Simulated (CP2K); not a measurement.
**HfH2Cl2O2 (SMILES Cl[Hf](Cl)(O)O) at PBE/TZV2P-MOLOPT-PBE-GTH (core potential)**

Aim: the energy change on altering one bond length of HfH2Cl2O2 at PBE/TZV2P-MOLOPT-PBE-GTH (core potential), from 2 runs. 

Program for the calculation: CP2K 2026.2.

**1. Starting point**

HfH2Cl2O2: 7 atoms, total charge 0, spin state singlet. As SMILES, `Cl[Hf](Cl)(O)O`. Geometry: relaxed at PBE0-D4/def2-TZVP. This is one conformer, not always the lowest.

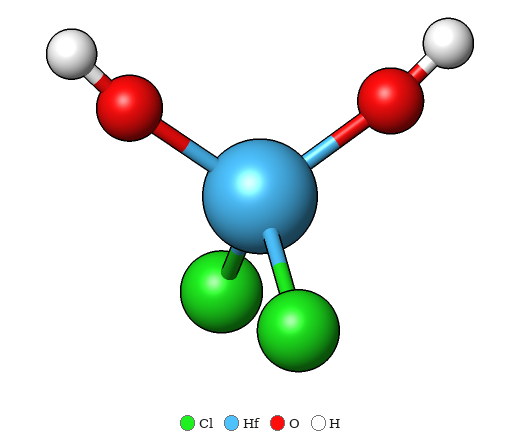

The structure, seen from a chosen angle (chlorine green, hafnium blue, oxygen red, hydrogen white).

**2. The energy at PBE/TZV2P-MOLOPT-PBE-GTH (core potential)**

Input file molecule.xyz:

```xyz
7

Cl    -1.456370    -2.174970     0.002810
Hf     0.098690    -0.403750    -0.023700
Cl     2.292700    -1.246870    -0.201240
O     -0.257230     0.704790    -1.520890
O     -0.055410     0.574120     1.593960
H     -0.457210     1.368980    -2.172410
H     -0.165190     1.177700     2.321450
```

Input file gas.inp:

```
&GLOBAL
 PROJECT gas
 RUN_TYPE ENERGY
 PRINT_LEVEL MEDIUM
&END GLOBAL
&FORCE_EVAL
 METHOD Quickstep
 &DFT
  BASIS_SET_FILE_NAME BASIS_MOLOPT_UZH
  POTENTIAL_FILE_NAME POTENTIAL_UZH
  &QS
   METHOD GPW
   EPS_DEFAULT 1.0E-10
  &END QS
  &MGRID
   CUTOFF 400
   REL_CUTOFF 50
   NGRIDS 4
  &END MGRID
  &POISSON
   PERIODIC NONE
   POISSON_SOLVER MULTIPOLE
  &END POISSON
  &SCF
   SCF_GUESS ATOMIC
   EPS_SCF 1.0E-06
   MAX_SCF 40
   &OT
    MINIMIZER DIIS
    PRECONDITIONER FULL_SINGLE_INVERSE
   &END OT
   &OUTER_SCF
    EPS_SCF 1.0E-06
    MAX_SCF 10
   &END OUTER_SCF
  &END SCF
  &XC
   &XC_FUNCTIONAL PBE
   &END XC_FUNCTIONAL
  &END XC
  &PRINT
   &MOMENTS
    PERIODIC F
    REFERENCE COM
    MAX_MOMENT 1
   &END MOMENTS
   &MO_CUBES
    NLUMO 1
    NHOMO -1
    WRITE_CUBE F
   &END MO_CUBES
   &HIRSHFELD OFF
   &END HIRSHFELD
  &END PRINT
 &END DFT
 &SUBSYS
  &CELL
   ABC 10.7 10.5 11.5
   PERIODIC NONE
  &END CELL
  &TOPOLOGY
   COORD_FILE_NAME molecule.xyz
   COORD_FILE_FORMAT XYZ
   &CENTER_COORDINATES
   &END CENTER_COORDINATES
  &END TOPOLOGY
  &KIND Cl
   BASIS_SET TZV2P-MOLOPT-PBE-GTH-q7
   POTENTIAL GTH-PBE-q7
  &END KIND
  &KIND Hf
   BASIS_SET TZV2P-MOLOPT-PBE-GTH-q12
   POTENTIAL GTH-PBE-q12
  &END KIND
  &KIND O
   BASIS_SET TZV2P-MOLOPT-PBE-GTH-q6
   POTENTIAL GTH-PBE-q6
  &END KIND
  &KIND H
   BASIS_SET TZV2P-MOLOPT-PBE-GTH-q1
   POTENTIAL GTH-PBE-q1
  &END KIND
 &END SUBSYS
&END FORCE_EVAL
```

On the command line:

```
$ OMP_NUM_THREADS=1 cp2k.psmp gas.inp > gas.out
```

Log:

```text
CP2K| version string:                                       CP2K version 2026.2
[...]
 GLOBAL| Method name                                                        CP2K
[...]
 GLOBAL| Run type                                                         ENERGY
[...]
 DFT| Spin restricted Kohn-Sham (RKS) calculation                            RKS
 DFT| Multiplicity                                                             1
[...]
 DFT| Charge                                                                   0
[...]
 FUNCTIONAL| PBE:
 QS| Method:                                                                 GPW
[...]
 QS| Density cutoff [a.u.]:                                                200.0
[...]
 QS| Relative density cutoff [a.u.]:                                        25.0
[...]
                             - Atoms:                                          7
[...]
                             - Spherical basis functions:                    186
[...]
 Number of electrons:                                                         40
[...]
     1 OT DIIS     0.80E-01    2.6     0.11163210      -109.5353485018 -1.10E+02
[...]
     5 OT DIIS     0.80E-01    2.9     0.00000081      -112.7593598674 -8.62E-10
  *** SCF run converged in     5 steps ***
[...]
  Overlap energy of the core charge distribution:               0.00000028208057
  Self energy of the core charge distribution:               -225.70273489531681
  Core Hamiltonian energy:                                     55.50431982825242
  Hartree energy:                                              77.08731055752511
  Exchange-correlation energy:                                -19.64825563993372
  Total energy:                                              -112.75935986739242
[...]
                     Mulliken Population Analysis
 #  Atom  Element  Kind  Atomic population                           Net charge
       1     Cl       1          7.431895                             -0.431895
       2     Hf       2         10.290659                              1.709341
       3     Cl       1          7.428539                             -0.428539
       4     O        3          6.575826                             -0.575826
       5     O        3          6.575617                             -0.575617
       6     H        4          0.848637                              0.151363
       7     H        4          0.848826                              0.151174
 # Total charge                             40.000000                  0.000000
[...]
  Dipole moment [Debye]
    X= -0.8946014E+00 Y=  0.3710613E+01 Z=  0.2229750E+00  Total=      3.8234380
[...]
 HOMO - LUMO gap [eV] :    5.946050
 ENERGY| Total FORCE_EVAL ( QS ) energy [hartree]           -112.759359867392419
[...]
```

Run time: 2.2 min. Hardware: 1 thread of Intel Xeon Platinum 8259CL at 2.50GHz (Skylake/Cascade Lake), shared host; peak memory 1 GiB.

**3. The distorted shape at the same level**

Input file gas.inp:

```
&FORCE_EVAL
  METHOD Quickstep
  &DFT
    BASIS_SET_FILE_NAME BASIS_MOLOPT_UZH
    POTENTIAL_FILE_NAME POTENTIAL_UZH
    CHARGE 0
    MULTIPLICITY 1
    # Quickstep
    &QS
      METHOD GPW
      EPS_DEFAULT 1.0E-10
    &END
    &MGRID
      CUTOFF 400
      REL_CUTOFF 50
      NGRIDS 4
    &END
    # no periodic images
    &POISSON
      PERIODIC NONE
      POISSON_SOLVER MULTIPOLE
    &END
    &SCF
      SCF_GUESS ATOMIC
      EPS_SCF 1.0E-06
      MAX_SCF 40
      &OT ON
        MINIMIZER DIIS
        PRECONDITIONER FULL_ALL
      &END
      &OUTER_SCF
        EPS_SCF 1.0E-06
        MAX_SCF 8
      &END
    &END
    &XC
      &XC_FUNCTIONAL PBE
      &END
    &END
    # extra output
    &PRINT
      &MOMENTS
        PERIODIC F
        REFERENCE COM
        MAX_MOMENT 1
      &END
      &MO_CUBES
        NLUMO 1
        NHOMO -1
        WRITE_CUBE F
      &END
      &HIRSHFELD OFF
      &END
    &END
  &END
  # structure
  &SUBSYS
    # vacuum box
    &CELL
      ABC [angstrom] 12 12 11.5
      PERIODIC NONE
    &END
    &COORD
      UNIT bohr
      Cl    -5.1030977    -6.7878490     0.0453874
      Hf     0.1864971    -0.7629769    -0.0447865
      Cl     4.3325751    -2.3562428    -0.3802885
      O     -0.4860943     1.3318601    -2.8740656
      O     -0.1047097     1.0849296     3.0121479
      H     -0.8640017     2.5869973    -4.1052599
      H     -0.3121639     2.2255305     4.3869047
    &END
    &TOPOLOGY
      &CENTER_COORDINATES
      &END
    &END
    &KIND Cl
      BASIS_SET TZV2P-MOLOPT-PBE-GTH-q7
      POTENTIAL GTH-PBE-q7
    &END
    &KIND Hf
      BASIS_SET TZV2P-MOLOPT-PBE-GTH-q12
      POTENTIAL GTH-PBE-q12
    &END
    &KIND O
      BASIS_SET TZV2P-MOLOPT-PBE-GTH-q6
      POTENTIAL GTH-PBE-q6
    &END
    &KIND H
      BASIS_SET TZV2P-MOLOPT-PBE-GTH-q1
      POTENTIAL GTH-PBE-q1
    &END
  &END
&END
&GLOBAL
  PROJECT gas
  RUN_TYPE ENERGY
  PRINT_LEVEL MEDIUM
&END
```

On the command line:

```
$ OMP_NUM_THREADS=1 cp2k.psmp -i gas.inp -o gas.out
```

Log (excerpt; [...] marks lines left out):

```text
CP2K| version string:                                       CP2K version 2026.2
[...]
 GLOBAL| Method name                                                        CP2K
[...]
 GLOBAL| Run type                                                         ENERGY
[...]
 DFT| Spin restricted Kohn-Sham (RKS) calculation                            RKS
 DFT| Multiplicity                                                             1
[...]
 DFT| Charge                                                                   0
[...]
 FUNCTIONAL| PBE:
 QS| Method:                                                                 GPW
[...]
 QS| Density cutoff [a.u.]:                                                200.0
[...]
 QS| Relative density cutoff [a.u.]:                                        25.0
[...]
                             - Atoms:                                          7
[...]
                             - Spherical basis functions:                    186
[...]
 Number of electrons:                                                         40
[...]
     1 OT DIIS     0.15E+00    3.4     0.09943116      -109.6021299753 -1.10E+02
[...]
    11 OT DIIS     0.15E+00    3.8     0.00000025      -112.6178024364 -2.91E-10
  *** SCF run converged in    11 steps ***
[...]
  Overlap energy of the core charge distribution:               0.00000027932488
  Self energy of the core charge distribution:               -225.70273489531681
  Core Hamiltonian energy:                                     55.22738813510691
  Hartree energy:                                              77.37206286422568
  Exchange-correlation energy:                                -19.51451881973085
  Total energy:                                              -112.61780243639018
[...]
                     Mulliken Population Analysis
 #  Atom  Element  Kind  Atomic population                           Net charge
       1     Cl       1          7.537511                             -0.537511
       2     Hf       2         10.346683                              1.653317
       3     Cl       1          7.346486                             -0.346486
       4     O        3          6.550321                             -0.550321
[...]
  Dipole moment [Debye]
    X=  0.4817589E+01 Y=  0.9768811E+01 Z=  0.1095063E+00  Total=     10.8926958
[...]
 HOMO - LUMO gap [eV] :    0.616775
 ENERGY| Total FORCE_EVAL ( QS ) energy [hartree]           -112.617802436390178
[...]
```

Wall time 3.4 min (1 thread of Intel Xeon Platinum 8259CL at 2.50GHz (Skylake/Cascade Lake), shared host); peak memory 1.3 GiB.

**4. What came out**

Level: PBE/TZV2P-MOLOPT-PBE-GTH (core potential).

| quantity | value |
| --- | --- |
| first shape: total energy | -112.75936 Eh |
| first shape: dipole moment | 3.82 D |
| first shape: HOMO energy | -7.57 eV |
| first shape: LUMO energy | -1.63 eV |
| first shape: HOMO–LUMO gap | 5.95 eV |
| distorted shape: total energy | -112.61780 Eh |
| distorted shape: dipole moment | 10.89 D |
| distorted shape: HOMO energy | -4.96 eV |
| distorted shape: LUMO energy | -4.34 eV |
| distorted shape: HOMO–LUMO gap | 0.62 eV |
| energy change with the Cl1–Hf2 bond stretched from 2.357 to 4.243 Å | 3.852 eV |

One bond (distorted shape) is far stretched, which a spin-restricted single reference describes badly; a broken-symmetry solution may lie lower. With the Cl1–Hf2 bond stretched from 2.357 to 4.243 Å the energy rises by 3.85 eV (372 kJ/mol). The first shape isn't relaxed at this level, so the change isn't measured from a minimum. A restricted reference can't describe the breaking bond well at this length.
